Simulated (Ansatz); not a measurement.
**BO (doublet): inputs that go wrong at distance B1–O2 = 2.703 Å**

4 inputs are run for BO (doublet) as typed; the log has to tell whether the result can be used and what must change.

Method: the settings change from run to run; program: Ansatz 0.2.0, Gaussian basis.

22 further runs of the same task are left out: 4 for a known fault of the program, 15 that didn't finish, 3 set aside as unsound or not needed.

**1. What is computed**

The geometry derives from a PBE0/def2-TZVP stationary point (not a proven minimum). One bond is set to the value named and the two fragments are kept rigid.

2 atoms, charge 0, spin multiplicity 2.

Atoms are counted from 1 here; the program's logs count them from 0.

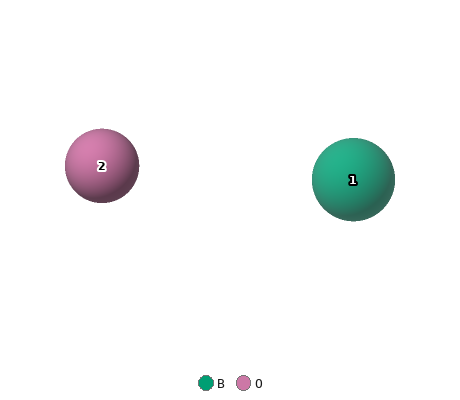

The geometry (boron teal, oxygen pink); atoms are numbered from 1 in the order of the file.

**2. Input 1**

Contents of in.yaml:

```yaml
crystal:
  periodic: [false, false, false]
  atoms:
    - {symbol: B, position_ang: [0.000000, 0.000000, 0.000000]}
    - {symbol: O, position_ang: [0.000000, 0.000000, 2.703000]}
basis:
  gaussian: {orbitals: cc-pVTZ}
correlation: {method: sc_nevpt2, electrons: outside_noble_gas, active_space: {window: {electrons: 3, orbitals: 3}}}
magnetization: {spin_polarized: true, initial_magnetization: 1}
```

Launch:

```bash
ansatz run in.yaml --threads 1 --pin off --events-out ev --progress --plain --max-ram 2393MiB
```

Standard output:

```text
Error: invalid value for `correlation.active_space`: it starts from restricted Hartree–Fock orbitals; set hamiltonian.xc: hf without magnetization.spin_polarized
```

Run time: 0.03 s. Hardware: 1 thread of Arm Neoverse V1, shared host.

What is wrong: The run was refused. An active space is asked on unrestricted orbitals. Cure: drop spin_polarized: true.

**3. Input 2**

Contents of in.yaml:

```yaml
crystal:
  periodic: [false, false, false]
  atoms:
    - {symbol: B, position_ang: [0.000000, 0.000000, 0.000000]}
    - {symbol: O, position_ang: [0.000000, 0.000000, 2.703000]}
basis:
  gaussian: {orbitals: "6-31G*"}
magnetization: {spin_polarized: false, initial_magnetization: 1}
correlation: {method: fic_mrcisd_q, electrons: all, active_space: {window: {electrons: 3, orbitals: 3}, places: [1, 2]}}
scf: {lower_state_search: off}
```

Same command.

Standard output:

```text
Error: invalid value for `correlation.active_space`: name one of window, places and ras
```

Run time: 0.03 s. Hardware: 1 thread of Arm Neoverse V1, shared host.

Diagnosis: The run was refused. The active space is defined twice. To mend it, keep one definition.

**4. Input 3**

Contents of in.yaml:

```yaml
crystal:
  periodic: [false, false, false]
  atoms:
    - {symbol: B, position_ang: [0.300000, 0.000000, 3.003000]}
    - {symbol: O, position_ang: [0.000000, 0.000000, 2.703000]}
basis:
  gaussian: {orbitals: "6-31G*", fitting: {mean_field: def2-universal-jkfit}}
magnetization: {spin_polarized: false, initial_magnetization: 1}
correlation: {method: fic_nevpt4_sd, electrons: outside_noble_gas, active_space: {window: {electrons: 9, orbitals: 6}}}
scf: {lower_state_search: off}
```

Same command.

Standard output, cut to the lines that bear on the results:

```text
Functional definition: HF
  name "HF"
  cite "Fock, Z. Phys. 61, 126 (1930) doi:10.1007/BF01340294"
  parent pbe
[...]
152 factors; integrals over basis functions are off by at most 4.5e-2 eV
[...]
mean field -2487.57693158 eV, -91.4167660954 hartree, gradient 1.6e-6 eV, S^2 0.750000; 0 other end points of the search recorded, 0 dependent functions left out
reference -2487.57693158 eV, -91.4167660954 hartree; 7, 6 occupied and 23, 24 virtual orbitals, 152 factors
state -2487.87551983 eV, -91.4277390113 hartree
state -2487.87551983 eV, -91.4277390113 hartree; corrected -2491.99452929 eV, -91.5791098169 hartree
Total energy: -2491.99452929 eV, -91.5791098169 hartree
Checks for a lower state left out: stability, starts, cluster_reference, orbital_swaps, neighbouring_geometries, increment
```

It took 0.51 s on 1 thread of Arm Neoverse V1, shared host.

**Diagnosis.** The run converged, which proves nothing about the input. One atom lies on top of another. The shortest distance is 0.42 Å, against 2.70 Å in the geometry of step 1. Its energy belongs to another geometry. To mend it, restore its position.

**5. Input 4**

Contents of in.yaml:

```yaml
crystal:
  periodic: [false, false, false]
  atoms:
    - {symbol: B, position_ang: [0.000000, 0.000000, 0.000000]}
    - {symbol: O, position_ang: [0.000000, 0.000000, 2.703000]}
basis:
  gaussian: {orbitals: 6-31G}
magnetization: {spin_polarized: false, initial_magnetization: 1}
correlation: {method: sc_nevpt2, electrons: outside_noble_gas, active_space: {window: {electrons: 3, orbitals: 3}, states: [{multiplicity: 2, weights: [-1, 1]}]}}
scf: {omitted_lower_state_checks: [cluster_reference]}
```

Same command.

Standard output:

```text
Error: set 0 asks for 2 states and needs as many positive weights; it has [-1.0, 1.0]
```

Run time: 0.03 s. Hardware: 1 thread of Arm Neoverse V1, shared host.

Diagnosis: The run was refused. The list of states asked for (weights, spin or count) can't be met. Cure: mend what the message names.

**6. Summary**

| input | level | ended | cause | time |
| --- | --- | --- | --- | --- |
| 1 | NEVPT2(3,3)/cc-pVTZ | refused | an active space is asked on unrestricted orbitals | 0.03 s |
| 2 | MRCISD+Q(3,3)/6-31G* | refused | the active space is defined twice | 0.03 s |
| 3 | NEVPT4(SD)(9,6)/6-31G* | converged | one atom lies on top of another | 0.51 s |
| 4 | NEVPT2(3,3)/6-31G | refused | the list of states asked for (weights, spin or count) can't be met | 0.03 s |

3 refused, 1 converged. The input that converges on a wrong geometry or spin is the dangerous one: no error points at it, so geometry and ⟨S²⟩ have to be checked.
